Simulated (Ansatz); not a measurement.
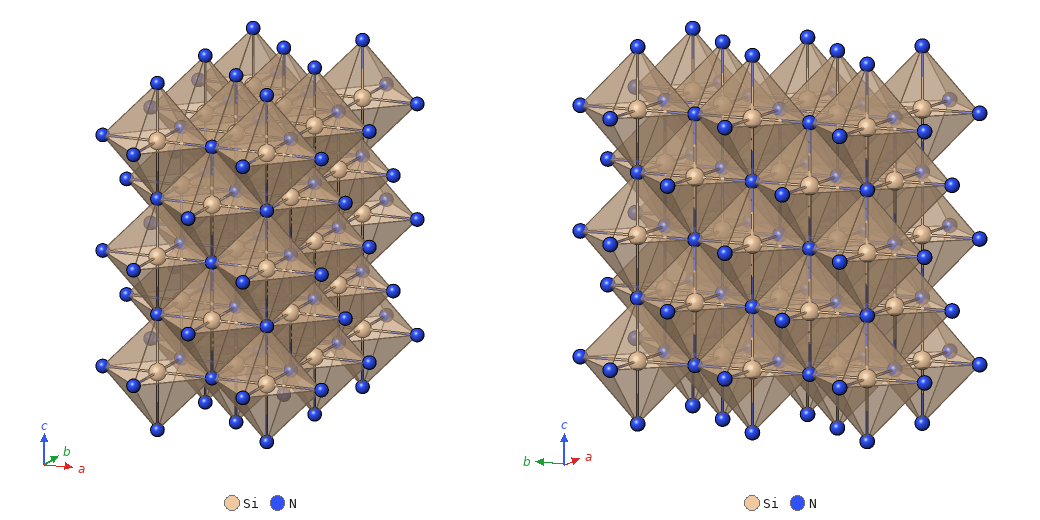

Polyhedra are drawn about Si (bonds: N–Si below 2.4 Å); other atoms are plain spheres. Two views of the same piece.

The compound is SiN (space group Fm-3m, No. 225), taken as the geometry relaxed with DFT PBE, scalar-relativistic, plane waves, PAW (Ansatz); the starting structure was generated, so it need not be a known form of this composition.

What figure surrounds each Si atom, and what does it share with the other drawn polyhedra?

Answer. Si: SiN6 octahedron, sharing corners with six neighbours and edges with twelve neighbours.

What is the connectivity of the polyhedra: isolated, groups, chains, layers or framework?

Answer. They form a three-dimensional framework of corner- and edge-sharing octahedra.

How far apart are the centres of linked polyhedra?

Answer. Centre to centre across a shared corner: 4.26 Å; across a shared edge: 3.01 Å.
